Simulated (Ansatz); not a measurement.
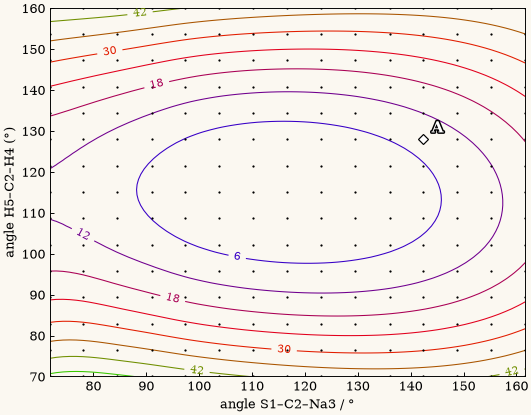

CH2NaS, SMILES [Na][CH2][S-], charge −1. First axis: angle S1–C2–Na3. Second axis: angle H5–C2–H4. Nothing is relaxed (all other coordinates rigid). Grid: 15 × 15 points. Points are written as (first, second). Energies: kcal/mol, counted from the lowest grid point. Computed with Ansatz 0.2.0, RKS PBE0-D4/def2-TZVPD.

The picture shows contour lines labelled in kcal/mol, dots at the grid points, the point A. Between grid points the surface is interpolated.

Is A at rest? If not, where is it pushed?

Answer. A, at (142.4°, 127.9°), is not a stationary point. The computed force is 0.37 kcal/mol for each degree towards smaller values of angle S1–C2–Na3 and 0.49 kcal/mol for each degree towards smaller values of angle H5–C2–H4.
